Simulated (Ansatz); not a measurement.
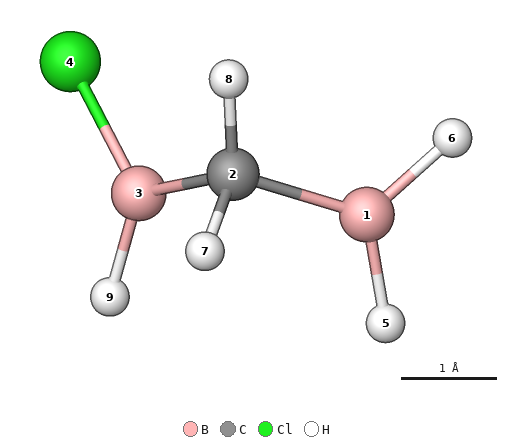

Figure 1. The input geometry (ball-and-stick view, seen at a tilt; atoms are numbered from 1 in the order of the input).

# CH₅B₂Cl: nudged elastic band

CH₅B₂Cl, SMILES BCBCl, computed with RKS PBE-D4/def2-SVPD (Ansatz 0.2.0).

One setting was made poor on purpose. It belongs to a series of runs on one base structure; here: band between the two ends. Figures and captions count atoms from 1; the log counts them from 0 in places.

## The program's output
```
Engine: ansatz 0.2.0, x86_64-unknown-linux-gnu
Functional definition: PBE
  parameter kappa = 0.804
  parameter beta = 0.06672455060314922
  exchange = pbe_x(kappa = kappa, mu = beta*pi^2/3)
  correlation = pbe_c(beta = beta)
1083 factors; their error is unknown
mean field evaluation 1: about -14972.1970 eV, gradient 5.2e1 eV
mean field evaluation 2: about -14959.1834 eV, gradient 8.1e1 eV
mean field evaluation 4: about -14979.4668 eV, gradient 4.8e0 eV
mean field evaluation 8: about -14979.4967 eV, gradient 1.4e-1 eV
mean field evaluation 16: about -14979.4968 eV, gradient 3.5e-5 eV
mean field -14979.49679709 eV, -550.4863538255 hartree, gradient 3.5e-5 eV, S^2 0.000000; 0 other end points of the search recorded, 0 dependent functions left out
the calculation of the forces begins
reference -14979.49684565 eV, -550.4863556100 hartree; 19, 19 occupied and 108, 108 virtual orbitals, 1083 factors
1083 factors; their error is unknown
mean field evaluation 32: about -14979.4968 eV, gradient 3.1e-5 eV
mean field -14979.49681914 eV, -550.4863546357 hartree, gradient 3.1e-5 eV, S^2 0.000000; 0 other end points of the search recorded, 0 dependent functions left out
[... from here on the field's lines of each further geometry are left out, up to the last ...]
NEB iter   1: max|band force component| = 1.121e0 eV/Å  barrier→ = 0.2873 eV  barrier← = 0.2874 eV  Δτ_max = 0.1411 Å  (186 SCF iters)
NEB iter   2: max|band force component| = 1.124e0 eV/Å  barrier→ = 0.2008 eV  barrier← = 0.2008 eV  Δτ_max = 0.0702 Å  (155 SCF iters)
NEB iter   3: max|band force component| = 4.047e-1 eV/Å  barrier→ = 0.1359 eV  barrier← = 0.1359 eV  CI = image 3  Δτ_max = 0.0131 Å  (135 SCF iters)
NEB iter   4: max|band force component| = 1.598e-1 eV/Å  barrier→ = 0.1317 eV  barrier← = 0.1318 eV  CI = image 3  Δτ_max = 0.0187 Å  (141 SCF iters)
the calculation of the forces begins
reference -14979.47323332 eV, -550.4854878728 hartree; 19, 19 occupied and 108, 108 virtual orbitals, 1083 factors
1083 factors; their error is unknown
mean field -14979.36859907 eV, -550.4816426351 hartree, gradient 1.6e-5 eV, S^2 0.000000; 1 other end points of the search recorded, 0 dependent functions left out
the calculation of the forces begins
reference -14979.36864941 eV, -550.4816444852 hartree; 19, 19 occupied and 108, 108 virtual orbitals, 1083 factors
NEB iter   5: max|band force component| = 2.967e-2 eV/Å  barrier→ = 0.1309 eV  barrier← = 0.1309 eV  CI = image 3  Δτ_max = 0.0000 Å  (274 SCF iters)
```

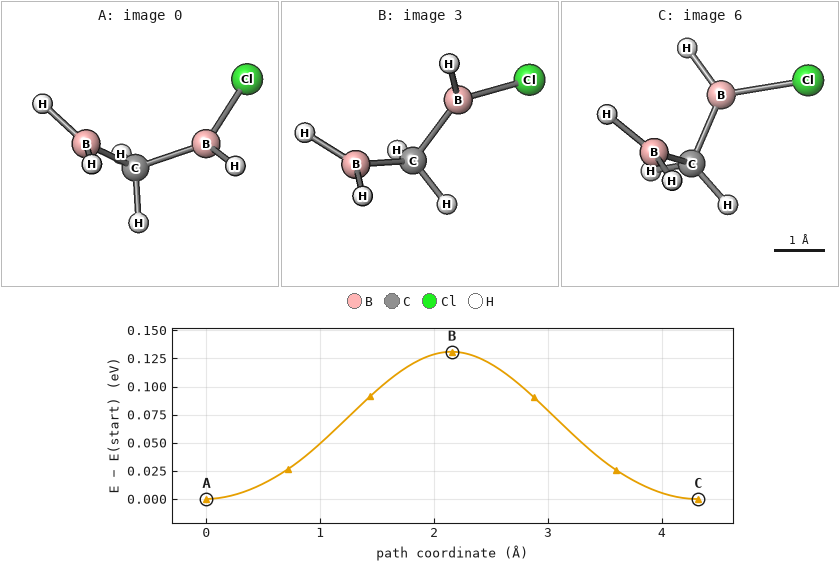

Figure 2. Images of the last band (counted from 0; ball-and-stick, seen at a tilt) above the energy along the path; the line is a cubic interpolation that uses the forces. The highest image is number 3, 0.131 eV above the start and 0.131 eV above the end (the climbing image); start and end have the same energy. The path is 4.32 Å long. The band converged in 5 iterations.

```
Total energy: -14979.52344613 eV, -550.4873331595 hartree
Atom 0 at    -0.489366     1.295570     0.045411 Å, force     0.003415    -0.013244    -0.005491 eV/Å
Atom 1 at     0.064628    -0.031297     0.626132 Å, force     0.003174    -0.003297     0.026371 eV/Å
Atom 2 at     0.327115    -0.990958    -0.594137 Å, force     0.008261    -0.007666    -0.002573 eV/Å
Atom 3 at     0.971826    -2.618219    -0.318175 Å, force    -0.006679     0.014943    -0.001616 eV/Å
Atom 4 at     0.264582     2.181493    -0.303915 Å, force    -0.000410     0.003391    -0.002234 eV/Å
Atom 5 at    -1.680450     1.437707    -0.145535 Å, force    -0.002513     0.004020    -0.001912 eV/Å
Atom 6 at     1.040515     0.043272     1.155693 Å, force    -0.000903    -0.000036    -0.006392 eV/Å
Atom 7 at    -0.626908    -0.591456     1.294326 Å, force    -0.001563     0.000802    -0.005982 eV/Å
Atom 8 at     0.128046    -0.726113    -1.759800 Å, force    -0.002782     0.001087    -0.000172 eV/Å
Dipole moment:    -0.010373     0.056371     0.137305 e Å
this run last wrote the band of iteration 5 to [file]
```

## The last band as extended XYZ (Å, eV, eV/Å)
```
9
Properties=species:S:1:pos:R:3:forces:R:3 image=0 energy=-14979.65429
B    -0.6550    1.1498    0.0459    0.0077  -0.0007  -0.0091
C     0.1173   -0.0642    0.6512    0.0029  -0.0020  -0.0017
B     0.5647   -0.9500   -0.5498   -0.0003   0.0049  -0.0017
Cl   -0.1761   -2.5300   -0.8399   -0.0022  -0.0021   0.0013
H    -0.0836    1.9270   -0.6919   -0.0046  -0.0052   0.0057
H    -1.8328    1.3170    0.2806   -0.0061   0.0045   0.0024
H     1.0833    0.3669    1.0110    0.0011   0.0014   0.0032
H    -0.4193   -0.6140    1.4438   -0.0013  -0.0006   0.0011
H     1.4016   -0.6025   -1.3509    0.0028  -0.0002  -0.0012
9
Properties=species:S:1:pos:R:3:forces:R:3 image=1 energy=-14979.62764
B    -0.6177    1.2218    0.0489    0.0050   0.0031   0.0083
C     0.0559   -0.0570    0.6228   -0.0090  -0.0130  -0.0053
B     0.4906   -0.9693   -0.5689    0.0114   0.0073   0.0025
Cl    0.1811   -2.7103   -0.5464   -0.0349  -0.0033  -0.0101
H     0.0549    2.0489   -0.5319   -0.0169  -0.0137  -0.0296
H    -1.8157    1.3929    0.1343   -0.0066   0.0001   0.0228
H     1.0735    0.2425    0.9848    0.0012   0.0093  -0.0071
H    -0.4933   -0.6120    1.4040    0.0074   0.0013   0.0012
H     1.0707   -0.5575   -1.5476    0.0425   0.0089   0.0172
9
Properties=species:S:1:pos:R:3:forces:R:3 image=2 energy=-14979.56312
B    -0.5620    1.2674    0.0509   -0.0019   0.0019   0.0013
C     0.0377   -0.0452    0.6201   -0.0128  -0.0307   0.0062
B     0.4060   -0.9767   -0.5883   -0.0018   0.0074   0.0047
Cl    0.5765   -2.7229   -0.3551   -0.0431  -0.0168   0.0004
H     0.1715    2.1252   -0.3980   -0.0156  -0.0101  -0.0273
H    -1.7624    1.4326   -0.0185   -0.0153   0.0034   0.0267
H     1.0628    0.1230    1.0379    0.0102   0.0179  -0.0197
H    -0.5550   -0.6079    1.3671    0.0145   0.0032   0.0012
H     0.6249   -0.5955   -1.7162    0.0658   0.0237   0.0064
9
Properties=species:S:1:pos:R:3:forces:R:3 image=3 energy=-14979.52340
B    -0.4894    1.2956    0.0454    0.0034  -0.0132  -0.0055
C     0.0646   -0.0313    0.6261    0.0032  -0.0033   0.0264
B     0.3271   -0.9910   -0.5941    0.0083  -0.0077  -0.0026
Cl    0.9718   -2.6182   -0.3182   -0.0067   0.0149  -0.0016
H     0.2646    2.1815   -0.3039   -0.0004   0.0034  -0.0022
H    -1.6804    1.4377   -0.1455   -0.0025   0.0040  -0.0019
H     1.0405    0.0433    1.1557   -0.0009   0.0000  -0.0064
H    -0.6269   -0.5915    1.2943   -0.0016   0.0008  -0.0060
H     0.1280   -0.7261   -1.7598   -0.0028   0.0011  -0.0002
9
Properties=species:S:1:pos:R:3:forces:R:3 image=4 energy=-14979.56391
B    -0.4161    1.3231    0.0386   -0.0056   0.0075   0.0035
C     0.0933   -0.0236    0.6150    0.0281  -0.0284   0.0020
B     0.2601   -1.0330   -0.5754    0.0100   0.0206  -0.0016
Cl    1.3261   -2.4369   -0.4189    0.0447   0.0099  -0.0031
H     0.3461    2.2399   -0.1885    0.0142   0.0123   0.0233
H    -1.5875    1.4523   -0.2558    0.0143   0.0018  -0.0311
H     1.0091   -0.0119    1.2371   -0.0131  -0.0091   0.0021
H    -0.7128   -0.5536    1.1839   -0.0225   0.0118  -0.0152
H    -0.3185   -0.9563   -1.6359   -0.0702  -0.0264   0.0200
9
Properties=species:S:1:pos:R:3:forces:R:3 image=5 energy=-14979.62845
B    -0.3451    1.3254    0.0259   -0.0077   0.0010   0.0119
C     0.0878   -0.0451    0.6197    0.0130  -0.0089  -0.0076
B     0.1965   -1.0822   -0.5437   -0.0117   0.0021   0.0009
Cl    1.5806   -2.1760   -0.6667    0.0282   0.0184  -0.0138
H     0.4333    2.2531   -0.0465    0.0091   0.0044   0.0197
H    -1.4694    1.4653   -0.4104    0.0176  -0.0005  -0.0328
H     0.9716   -0.0540    1.2821   -0.0063  -0.0043   0.0023
H    -0.8080   -0.4726    1.1406   -0.0071   0.0083  -0.0055
H    -0.6473   -1.2139   -1.4009   -0.0352  -0.0204   0.0249
9
Properties=species:S:1:pos:R:3:forces:R:3 image=6 energy=-14979.65431
B    -0.4381    1.2487   -0.0171    0.0017   0.0010  -0.0001
C     0.2742    0.0064    0.6048    0.0012  -0.0010  -0.0034
B     0.1197   -1.1556   -0.4209    0.0007   0.0017   0.0021
Cl    1.5129   -1.7514   -1.3347   -0.0028   0.0010   0.0012
H     0.1864    2.2511   -0.2927   -0.0007   0.0006  -0.0010
H    -1.6283    1.2115   -0.2531   -0.0011  -0.0001   0.0000
H     1.3110    0.1806    0.9414    0.0001  -0.0007   0.0016
H    -0.3970   -0.3093    1.4407   -0.0002  -0.0020  -0.0001
H    -0.9409   -1.6821   -0.6685    0.0010  -0.0005  -0.0004
```

The run was set up as follows.

## Input
```yaml
crystal:
  periodic: [false, false, false]
  atoms:
    - { symbol: B, position_ang: [-0.655008, 1.149842, 0.045885] }
    - { symbol: C, position_ang: [0.117287, -0.064244, 0.651164] }
    - { symbol: B, position_ang: [0.564655, -0.949954, -0.549758] }
    - { symbol: Cl, position_ang: [-0.176119, -2.530039, -0.839947] }
    - { symbol: H, position_ang: [-0.083647, 1.926966, -0.691859] }
    - { symbol: H, position_ang: [-1.832783, 1.316977, 0.280551] }
    - { symbol: H, position_ang: [1.083269, 0.366946, 1.011021] }
    - { symbol: H, position_ang: [-0.4193, -0.613989, 1.443849] }
    - { symbol: H, position_ang: [1.401635, -0.602505, -1.350906] }
basis:
  gaussian: { orbitals: def2-SVPD }
hamiltonian:
  xc: pbe
  dispersion: d4
neb:
  order_check: false
  images: 5
  f_tol: 0.05
  max_iterations: 10
  initial_path: idpp
  final_atoms:
    - { symbol: B, position_ang: [-0.47887339, 1.23376981, -0.00296227] }
    - { symbol: C, position_ang: [0.25897348, 0.00273794, 0.611543] }
    - { symbol: B, position_ang: [0.16834209, -1.14195654, -0.44094915] }
    - { symbol: Cl, position_ang: [1.60259159, -1.67256322, -1.33109405] }
    - { symbol: H, position_ang: [0.11857641, 2.26163696, -0.24259762] }
    - { symbol: H, position_ang: [-1.66101993, 1.16255806, -0.26959686] }
    - { symbol: H, position_ang: [1.2808196, 0.20363187, 0.97758564] }
    - { symbol: H, position_ang: [-0.42164351, -0.35219847, 1.42373747] }
    - { symbol: H, position_ang: [-0.86777734, -1.69761641, -0.72566615] }
```

Command:
```bash
ansatz run input.yaml --threads 2 --pin off --max-ram 3072MiB --backend cpu --events-out ev --progress --plain --runs-dir out
```

## Summary

| quantity | value |
| --- | --- |
| outcome | converged |
| barrier, forward | 0.131 eV |
| barrier, backward | 0.131 eV |
| hardware | 2 threads of Intel Xeon (Granite Rapids), 12 GiB of memory available, shared host |
| wall time | 27 s (CPU time 53 s) |
| peak memory | 0.17 GiB |

A deliberately poor setting: few iterations. The order of the saddle point was not checked.
